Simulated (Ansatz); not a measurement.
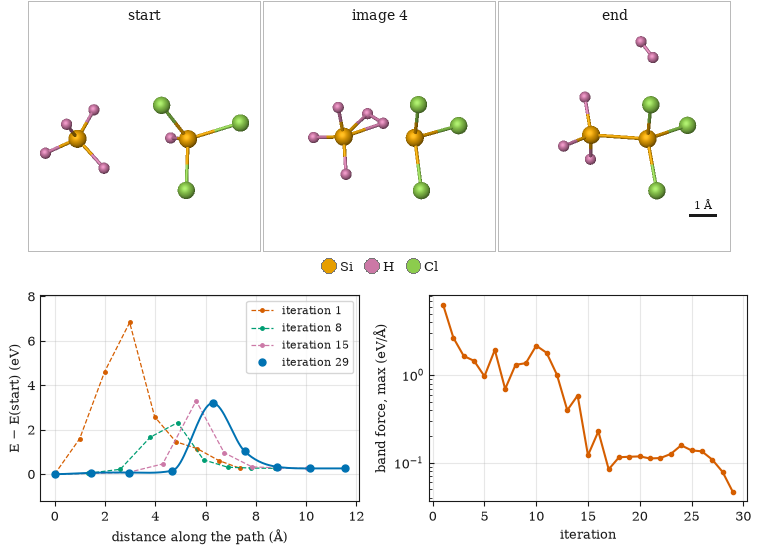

NEB run on Si$_{2}$H$_{5}$Cl$_{3}$, made up of SiHCl₃ and SiH4. Images are numbered from 0 (start) to 8 (end). The plot follows the band through its iterations. A ball-and-stick model, seen face on.

All numbers below come from RKS B3LYP-D4/def2-SVP in Ansatz. Set-up: 7 movable images; climbing image; force threshold 0.05 eV/Å; iteration limit 55; spring constant 0.1 eV/Å²; starting path through a guess of the saddle point.

Q: How did the profile develop, and is the result final?

A: The run is converged, with reservations. The band converged in 29 iterations. The largest component of the band force went from 6.4 to 0.046 eV/Å. The climbing image converged on the top of the path. Its curvatures weren't checked. The spring constant is far from the usual few eV/Å², which spoils the spacing or the steps. The first iteration put the highest image at 6.83 eV. The energy climbs by 3.20 eV to image 4 and then falls by 2.94 eV, so the end point sits at +0.26 eV.

Limits of the set-up: the start holds two separate molecules, 3.0 Å apart at their closest, whose relative position is a soft coordinate.

Cost: 12 min on 2 threads of Arm Neoverse V1 (shared host), peak memory 0.3 GiB.
